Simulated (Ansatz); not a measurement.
# FH₉O₃Si₄ + HF: a complex and its separated parts, part 3 of 3

Ansatz 0.2.0, Gaussian basis. The steps go on from the part before.

**16. B2PLYP/def2-TZVPP**

The inputs:

parta/in.yaml

```yaml
crystal:
  periodic: [false, false, false]
  atoms:
    - {symbol: Si, position_ang: [0.607833, 0.185120, 0.850424]}
    - {symbol: O, position_ang: [1.605784, -0.304701, -0.309454]}
    - {symbol: Si, position_ang: [2.056985, -1.540621, -1.290495]}
    - {symbol: O, position_ang: [-0.109150, 1.564375, 0.444879]}
    - {symbol: Si, position_ang: [-0.116421, 2.893694, -0.515760]}
    - {symbol: O, position_ang: [-0.485597, -0.950622, 1.162635]}
    - {symbol: Si, position_ang: [-1.969147, -1.317470, 1.760161]}
    - {symbol: F, position_ang: [1.457605, 0.439433, 2.159552]}
    - {symbol: H, position_ang: [2.114141, -2.810198, -0.523843]}
    - {symbol: H, position_ang: [1.081254, -1.676049, -2.401118]}
    - {symbol: H, position_ang: [3.395575, -1.219132, -1.838098]}
    - {symbol: H, position_ang: [0.201609, 2.508351, -1.914058]}
    - {symbol: H, position_ang: [-1.472097, 3.489057, -0.453912]}
    - {symbol: H, position_ang: [0.887214, 3.872626, -0.030217]}
    - {symbol: H, position_ang: [-2.226488, -2.748805, 1.475503]}
    - {symbol: H, position_ang: [-2.999951, -0.478367, 1.098955]}
    - {symbol: H, position_ang: [-1.999475, -1.079617, 3.224485]}
basis:
  gaussian: {orbitals: def2-TZVPP}
hamiltonian: {xc: {name: B2PLYP}}
```

partb/in.yaml

```yaml
crystal:
  periodic: [false, false, false]
  atoms:
    - {symbol: H, position_ang: [-0.584659, -0.564578, -1.388004]}
    - {symbol: F, position_ang: [-1.444917, -0.262592, -1.511537]}
basis:
  gaussian: {orbitals: def2-TZVPP}
hamiltonian: {xc: {name: B2PLYP}}
```

Command:

```sh
$ ansatz run in.yaml --threads 4 --pin off --events-out ev --progress --plain --max-ram 66560MiB --backend cuda --devices 0, --max-vram 37GiB   # in parta
$ ansatz run in.yaml --threads 4 --pin off --events-out ev --progress --plain --max-ram 66560MiB --backend cpu   # in partb
```

parta printed, shortened:

```text
Functional definition: B2PLYP
  name "B2PLYP"
  cite "Grimme, J. Chem. Phys. 124, 034108 (2006) doi:10.1063/1.2148954"
  cite "Becke, Phys. Rev. A 38, 3098 (1988) doi:10.1103/PhysRevA.38.3098"
  cite "Lee, Yang & Parr, Phys. Rev. B 37, 785 (1988) doi:10.1103/PhysRevB.37.785"
[...]
2457 factors; integrals over basis functions are off by at most 1.1e-3 eV
[...]
mean field -40498.92338884 eV, -1488.3079833835 hartree, gradient 3.6e-6 eV, S^2 0.000000; 0 other end points of the search recorded, 0 dependent functions left out
24 core orbitals not correlated: weight in the atoms' cores, before any rotation towards them, 1.000 or more for the frozen orbitals, at most 0.000 for the correlated occupied ones
reference -40498.92363860 eV, -1488.3079925622 hartree; 25, 25 occupied and 369, 369 virtual orbitals, 2457 factors
second order -46.55947112 eV of doubles, -0.00000000 eV of singles
Total energy: -40511.49469580 eV, -1488.7699703934 hartree
```

Output in partb, shortened:

```text
[... 5 set-up lines as earlier in the session ...]
[...]
287 factors; integrals over basis functions are off by at most 1.0e-3 eV
[...]
mean field -2730.72523175 eV, -100.3523013149 hartree, gradient 1.4e-6 eV, S^2 0.000000; 0 other end points of the search recorded, 0 dependent functions left out
1 core orbitals not correlated: weight in the atoms' cores, before any rotation towards them, 1.000 or more for the frozen orbitals, at most 0.000 for the correlated occupied ones
reference -2730.72528846 eV, -100.3523033987 hartree; 4, 4 occupied and 40, 40 virtual orbitals, 287 factors
second order -8.59405735 eV of doubles, -0.00000000 eV of singles
Total energy: -2733.04568394 eV, -100.4375763599 hartree
```

Times: 7 s (parta, 1 × a share of an NVIDIA H100 with 4 threads of AMD EPYC 7R13, shared host), 0.2 s (partb, 4 threads of AMD EPYC 7R13, shared host); peak memory 1.8 GiB.

**17. PBE-QIDH/def2-TZVPP**

The same edit goes into each in.yaml of step 16 (parta, partb):

```diff
-hamiltonian: {xc: {name: B2PLYP}}
+hamiltonian: {xc: {name: PBE-QIDH}}
```

Command:

```sh
$ ansatz run in.yaml --threads 4 --pin off --events-out ev --progress --plain --max-ram 66560MiB --backend cuda --devices 0, --max-vram 37GiB   # in parta
$ ansatz run in.yaml --threads 4 --pin off --events-out ev --progress --plain --max-ram 66560MiB --backend cpu   # in partb
```

parta printed, shortened:

```text
Functional definition: PBE-QIDH
  name "PBE-QIDH"
  cite "Brémond, Sancho-García, Pérez-Jiménez & Adamo, J. Chem. Phys. 141, 031101 (2014) doi:10.1063/1.4890314"
[... 1 set-up line as earlier in the session ...]
[...]
2457 factors; integrals over basis functions are off by at most 1.1e-3 eV
[...]
mean field -40482.58583418 eV, -1487.7075893239 hartree, gradient 5.6e-6 eV, S^2 0.000000; 0 other end points of the search recorded, 0 dependent functions left out
24 core orbitals not correlated: weight in the atoms' cores, before any rotation towards them, 1.000 or more for the frozen orbitals, at most 0.000 for the correlated occupied ones
reference -40482.58585418 eV, -1487.7075900587 hartree; 25, 25 occupied and 369, 369 virtual orbitals, 2457 factors
second order -43.40117277 eV of doubles, -0.00000000 eV of singles
Total energy: -40497.05291177 eV, -1488.2392446190 hartree
```

Output in partb, shortened:

```text
[... 4 set-up lines as earlier in the session ...]
[...]
287 factors; integrals over basis functions are off by at most 1.0e-3 eV
[...]
mean field -2728.92248734 eV, -100.2860516797 hartree, gradient 3.8e-6 eV, S^2 0.000000; 0 other end points of the search recorded, 0 dependent functions left out
1 core orbitals not correlated: weight in the atoms' cores, before any rotation towards them, 1.000 or more for the frozen orbitals, at most 0.000 for the correlated occupied ones
reference -2728.92249070 eV, -100.2860518030 hartree; 4, 4 occupied and 40, 40 virtual orbitals, 287 factors
second order -8.07155501 eV of doubles, -0.00000000 eV of singles
Total energy: -2731.61300903 eV, -100.3849265281 hartree
```

Times: 6.5 s (parta, 1 × a share of an NVIDIA H100 with 4 threads of AMD EPYC 7R13, shared host), 0.2 s (partb, 4 threads of AMD EPYC 7R13, shared host); peak memory 1.8 GiB.

**18. RPA on PBE/def2-TZVPP**

The same edit goes into each in.yaml of step 17 (parta, partb):

```diff
-hamiltonian: {xc: {name: PBE-QIDH}}
+hamiltonian: {xc: pbe}
+correlation: {method: rpa}
```

Command:

```sh
$ ansatz run in.yaml --threads 4 --pin off --events-out ev --progress --plain --max-ram 66560MiB --backend cuda --devices 0, --max-vram 37GiB   # in parta
$ ansatz run in.yaml --threads 4 --pin off --events-out ev --progress --plain --max-ram 66560MiB --backend cpu   # in partb
```

Output in parta, shortened:

```text
[... 4 set-up lines as earlier in the session ...]
[...]
2457 factors; integrals over basis functions are off by at most 1.1e-3 eV
[...]
mean field -40503.28985908 eV, -1488.4684482051 hartree, gradient 1.7e-6 eV, S^2 0.000000; 0 other end points of the search recorded, 0 dependent functions left out
24 core orbitals not correlated: weight in the atoms' cores, before any rotation towards them, 1.000 or more for the frozen orbitals, at most 0.000 for the correlated occupied ones
reference -40421.87266149 eV, -1485.4764213803 hartree; 25, 25 occupied and 369, 369 virtual orbitals, 2457 factors
Total energy: -40485.74032694 eV, -1487.8235147947 hartree
```

Log of partb, shortened:

```text
[... 4 set-up lines as earlier in the session ...]
[...]
287 factors; integrals over basis functions are off by at most 1.0e-3 eV
[...]
mean field -2731.84358189 eV, -100.3933999244 hartree, gradient 9.3e-7 eV, S^2 0.000000; 0 other end points of the search recorded, 0 dependent functions left out
1 core orbitals not correlated: weight in the atoms' cores, before any rotation towards them, 1.000 or more for the frozen orbitals, at most 0.000 for the correlated occupied ones
reference -2722.68122430 eV, -100.0566894935 hartree; 4, 4 occupied and 40, 40 virtual orbitals, 287 factors
Total energy: -2733.63265954 eV, -100.4591473155 hartree
```

Times: 7.5 s (parta, 1 × a share of an NVIDIA H100 with 4 threads of AMD EPYC 7R13, shared host), 0.2 s (partb, 4 threads of AMD EPYC 7R13, shared host); peak memory 1.8 GiB.

**19. CCSD(T)/def2-TZVPP**

The same edit goes into each in.yaml of step 18 (parta, partb):

```diff
-hamiltonian: {xc: pbe}
-correlation: {method: rpa}
+correlation: {method: ccsd_t}
```

Command:

```sh
$ ansatz run in.yaml --threads 4 --pin off --events-out ev --progress --plain --max-ram 66560MiB --backend cuda --devices 0, --max-vram 37GiB   # in parta
$ ansatz run in.yaml --threads 4 --pin off --events-out ev --progress --plain --max-ram 66560MiB --backend cpu   # in partb
```

Output in parta, shortened:

```text
Functional definition: HF
  name "HF"
  cite "Fock, Z. Phys. 61, 126 (1930) doi:10.1007/BF01340294"
[... 1 set-up line as earlier in the session ...]
[...]
2457 factors; integrals over basis functions are off by at most 1.1e-3 eV
[...]
mean field -40425.08491810 eV, -1485.5944696336 hartree, gradient 3.6e-6 eV, S^2 0.000000; 0 other end points of the search recorded, 0 dependent functions left out
24 core orbitals not correlated: weight in the atoms' cores, before any rotation towards them, 1.000 or more for the frozen orbitals, at most 0.000 for the correlated occupied ones
reference -40425.08491810 eV, -1485.5944696336 hartree; 25, 25 occupied and 369, 369 virtual orbitals, 2457 factors
second order -38.73417719 eV of doubles, -0.00000000 eV of singles
cycle   1  -39.35978093 eV  change   -6.3e-1 eV  update   1.4e-1
[...]
cycle   9  -40.53823085 eV  change   -1.1e-5 eV  update   1.5e-5
perturbative correction -1.31194084 eV, -0.0482129365 hartree
Total energy: -40466.93508979 eV, -1487.1324350762 hartree
```

Output in partb, shortened:

```text
[... 4 set-up lines as earlier in the session ...]
[...]
287 factors; integrals over basis functions are off by at most 1.0e-3 eV
[...]
mean field -2722.91268986 eV, -100.0651956958 hartree, gradient 4.5e-6 eV, S^2 0.000000; 0 other end points of the search recorded, 0 dependent functions left out
1 core orbitals not correlated: weight in the atoms' cores, before any rotation towards them, 1.000 or more for the frozen orbitals, at most 0.000 for the correlated occupied ones
reference -2722.91268986 eV, -100.0651956958 hartree; 4, 4 occupied and 40, 40 virtual orbitals, 287 factors
second order -7.36487360 eV of doubles, -0.00000000 eV of singles
cycle   1  -7.29622825 eV  change    6.9e-2 eV  update   3.9e-2
[...]
cycle   8  -7.43091157 eV  change    5.7e-7 eV  update   3.3e-6
perturbative correction -0.17033969 eV, -0.0062598680 hartree
Total energy: -2730.51394112 eV, -100.3445365272 hartree
```

Wall times: 33 s (parta, 1 × a share of an NVIDIA H100 with 4 threads of AMD EPYC 7R13, shared host), 0.25 s (partb, 4 threads of AMD EPYC 7R13, shared host).

**20. Vibrations of FH₉O₃Si₄**

File vib-parta/in.yaml:

```yaml
crystal:
  periodic: [false, false, false]
  atoms:
    - {symbol: Si, position_ang: [0.607833, 0.185120, 0.850424]}
    - {symbol: O, position_ang: [1.605784, -0.304701, -0.309454]}
    - {symbol: Si, position_ang: [2.056985, -1.540621, -1.290495]}
    - {symbol: O, position_ang: [-0.109150, 1.564375, 0.444879]}
    - {symbol: Si, position_ang: [-0.116421, 2.893694, -0.515760]}
    - {symbol: O, position_ang: [-0.485597, -0.950622, 1.162635]}
    - {symbol: Si, position_ang: [-1.969147, -1.317470, 1.760161]}
    - {symbol: F, position_ang: [1.457605, 0.439433, 2.159552]}
    - {symbol: H, position_ang: [2.114141, -2.810198, -0.523843]}
    - {symbol: H, position_ang: [1.081254, -1.676049, -2.401118]}
    - {symbol: H, position_ang: [3.395575, -1.219132, -1.838098]}
    - {symbol: H, position_ang: [0.201609, 2.508351, -1.914058]}
    - {symbol: H, position_ang: [-1.472097, 3.489057, -0.453912]}
    - {symbol: H, position_ang: [0.887214, 3.872626, -0.030217]}
    - {symbol: H, position_ang: [-2.226488, -2.748805, 1.475503]}
    - {symbol: H, position_ang: [-2.999951, -0.478367, 1.098955]}
    - {symbol: H, position_ang: [-1.999475, -1.079617, 3.224485]}
basis:
  gaussian: {orbitals: def2-TZVP}
hamiltonian: {xc: pbe0, dispersion: d4}
phonons: {temperatures: {t_min: 298.15, t_max: 900, t_step: 200}}
```

Command:

```sh
$ ansatz run in.yaml --threads 4 --pin off --events-out ev --progress --plain --max-ram 66560MiB --backend cuda --devices 0, --max-vram 37GiB
```

Log, shortened:

```text
[... 5 set-up lines as earlier in the session ...]
[...]
2077 factors; their error is unknown
[...]
mean field -40506.81081304 eV, -1488.5978408767 hartree, gradient 2.8e-5 eV, S^2 0.000000; 0 other end points of the search recorded, 0 dependent functions left out
[...]
WARN: phonons: modes at or below zero, which the zero-point energy, F, S and C_V leave out: 1, the lowest at -19.02 cm⁻¹. A minimum has none, and a first-order saddle one
[...]
Atom 12 at    -1.472097     3.489057    -0.453912 Å, force    -0.000511    -0.000482    -0.000008 eV/Å
Atom 13 at     0.887214     3.872626    -0.030217 Å, force     0.000372    -0.000108     0.000687 eV/Å
Atom 14 at    -2.226488    -2.748805     1.475503 Å, force     0.000388     0.000206    -0.000874 eV/Å
Atom 15 at    -2.999951    -0.478367     1.098955 Å, force     0.000158     0.000477    -0.000993 eV/Å
Atom 16 at    -1.999475    -1.079617     3.224485 Å, force     0.001211     0.000475     0.000493 eV/Å
Dipole moment:    -0.177243    -0.049977    -0.240187 e Å
[...]
```

Wall time 3.1 min (1 × a share of an NVIDIA H100 with 4 threads of AMD EPYC 7R13, shared host).

The modes, with what each moves most:

| mode | wavenumber (cm⁻¹) | character |
| --- | --- | --- |
| 1 | 19i | torsion |
| 2 | 18 | torsion |
| 3 | 20 | torsion |
| 4 | 22 | torsion |
| 5 | 27 | torsion |
| 6 | 31 | torsion |
| 7 | 45 | bend |
| 8 | 55 | bend |
| 9 | 90 | bend |
| 10 | 254 | bend |
| 11 | 259 | bend |
| 12 | 339 | bend with torsion |
| 13 | 344 | bend with torsion |
| 14 | 375 | torsion with bend |
| 15 | 506 | Si–O stretch |
| 16 | 700 | Si–O stretch with bend |
| 17 | 703 | Si–O stretch with bend |
| 18 | 726 | bend |
| 19 | 727 | bend |
| 20 | 731 | bend |
| 21 | 733 | bend |
| 22 | 748 | bend with Si–O stretch |
| 23 | 750 | bend with Si–O stretch |
| 24 | 930 | Si–F stretch |
| 25 | 953 | bend with torsion |
| 26 | 954 | bend |
| 27 | 955 | bend |
| 28 | 957 | bend with torsion |
| 29 | 957 | bend |
| 30 | 958 | bend with torsion |
| 31 | 967 | bend |
| 32 | 968 | bend |
| 33 | 1000 | bend |
| 34 | 1152 | Si–O stretch |
| 35 | 1154 | Si–O stretch |
| 36 | 1165 | Si–O stretch |
| 37 | 2234 | Si–H stretch |
| 38 | 2235 | Si–H stretch |
| 39 | 2236 | Si–H stretch |
| 40 | 2238 | Si–H stretch |
| 41 | 2240 | Si–H stretch |
| 42 | 2241 | Si–H stretch |
| 43 | 2250 | Si–H stretch |
| 44 | 2251 | Si–H stretch |
| 45 | 2252 | Si–H stretch |

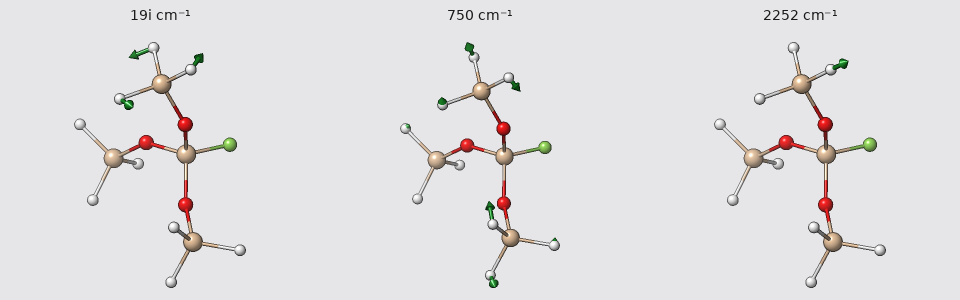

Displacements of 3 modes, as arrows.

Vibrational sums (real modes only):

| T (K) | entropy (J/mol/K) | heat capacity (J/mol/K) |
| --- | --- | --- |
| 298 | 234.4 | 152.7 |
| 498 | 329.8 | 219.7 |
| 698 | 411.3 | 262.0 |
| 898 | 480.9 | 290.1 |

Modes under 50 cm⁻¹ weigh heavily in the entropy, and the harmonic picture is poor for them.

**21. Vibrations of HF**

File vib-partb/in.yaml:

```yaml
crystal:
  periodic: [false, false, false]
  atoms:
    - {symbol: H, position_ang: [-0.584659, -0.564578, -1.388004]}
    - {symbol: F, position_ang: [-1.444917, -0.262592, -1.511537]}
basis:
  gaussian: {orbitals: def2-TZVP}
hamiltonian: {xc: pbe0, dispersion: d4}
phonons: {temperatures: {t_min: 298.15, t_max: 900, t_step: 200}}
```

Command:

```sh
$ ansatz run in.yaml --threads 4 --pin off --events-out ev --progress --plain --max-ram 66560MiB --backend cpu
```

Log, shortened:

```text
[... 5 set-up lines as earlier in the session ...]
[...]
200 factors; their error is unknown
[...]
mean field -2731.80169997 eV, -100.3918607921 hartree, gradient 6.8e-6 eV, S^2 0.000000; 0 other end points of the search recorded, 0 dependent functions left out
[...]
reference -2731.80151891 eV, -100.3918541385 hartree; 5, 5 occupied and 32, 32 virtual orbitals, 200 factors
Total energy: -2731.80322170 eV, -100.3919167147 hartree
Atom 0 at    -0.584659    -0.564578    -1.388004 Å, force    -0.000056     0.000020    -0.000008 eV/Å
Atom 1 at    -1.444917    -0.262592    -1.511537 Å, force     0.000056    -0.000020     0.000008 eV/Å
Dipole moment:     0.374774    -0.131561     0.053818 e Å
Vibrations: 4152.86 cm⁻¹, zero-point energy 0.257444 eV
```

Run time: 1 s. Hardware: 4 threads of AMD EPYC 7R13, shared host.

Wavenumbers and character of the modes:

| mode | wavenumber (cm⁻¹) | character |
| --- | --- | --- |
| 1 | 4153 | F–H stretch |

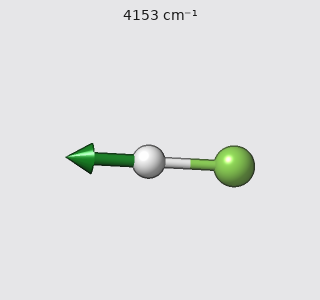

Displacements of 1 modes, as arrows.

Vibrational sums (real modes only):

| T (K) | entropy (J/mol/K) | heat capacity (J/mol/K) |
| --- | --- | --- |
| 298 | 0.0 | 0.0 |
| 498 | 0.0 | 0.0 |
| 698 | 0.0 | 0.1 |
| 898 | 0.1 | 0.5 |

**22. Complex less separated parts**

The complex's own energies come from single points at the same levels.

Rows are in def2-TZVPP.

Differences are taken before rounding.

| method | rung | complex less parts (kcal/mol) | from CCSD(T) (kcal/mol) |
| --- | --- | --- | --- |
| SPW92 | LDA | -12.8 | -6.1 |
| PBE-D4 | GGA | -8.6 | -2.0 |
| BLYP-D4 | GGA | -8.2 | -1.6 |
| r2SCAN-D4 | meta-GGA | -8.2 | -1.6 |
| B97M-V | meta-GGA | -7.2 | -0.5 |
| PBE0-D4 | hybrid | -7.5 | -0.9 |
| B3LYP-D4 | hybrid | -7.7 | -1.1 |
| r2SCAN0-D4 | hybrid | -7.5 | -0.9 |
| BHLYP-D4 | hybrid | -7.3 | -0.6 |
| CAM-B3LYP-D4 | range-separated hybrid | -8.2 | -1.6 |
| wB97X-V | range-separated hybrid | -7.8 | -1.2 |
| wB97M-V | range-separated hybrid | -8.0 | -1.4 |
| B2PLYP | double hybrid | -5.7 | +0.9 |
| PBE-QIDH | double hybrid | -6.1 | +0.6 |
| RPA on PBE | RPA | -6.0 | +0.6 |
| Hartree-Fock | wavefunction | -1.1 | +5.5 |
| MP2 | wavefunction | -6.6 | 0.0 |
| CCSD | wavefunction | -5.7 | +0.9 |
| CCSD(T) | wavefunction | -6.6 | 0 |

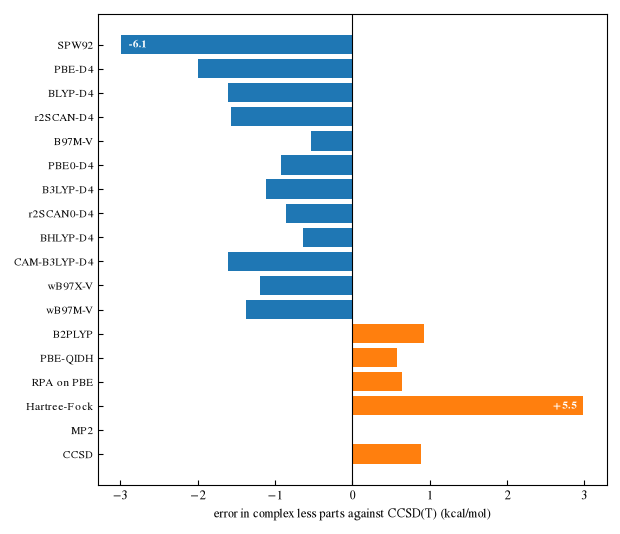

How far each level lands from CCSD(T). Bars with a number in them are cut short.

The complex's zero-point energy, from a separate PBE0-D4 run, is 2.923 eV.

**23. Summary of results**

This closing draws on all 3 parts.

```
                              quantity          value
complex less parts, CCSD(T)/def2-TZVPP  -6.6 kcal/mol
                with zero-point energy  -4.4 kcal/mol
                 largest T1 diagnostic          0.011
```

At CCSD(T) the complex lies 6.6 kcal/mol below its parts. Among the functionals B97M-V lands nearest to CCSD(T) (-0.5 kcal/mol) and SPW92 farthest (-6.1 kcal/mol). Mean unsigned error by rung: LDA 6.1, GGA 1.8, meta-GGA 1.0, hybrid 0.9, range-separated hybrid 1.4, double hybrid 0.7 kcal/mol. PBE-D4 gives a relative energy 2.0 kcal/mol too low, outside chemical accuracy (1 kcal/mol). No counterpoise was applied, and triple zeta lacks some correlation, so the CCSD(T) reference has a basis error of its own, and close matches with it are partly luck.
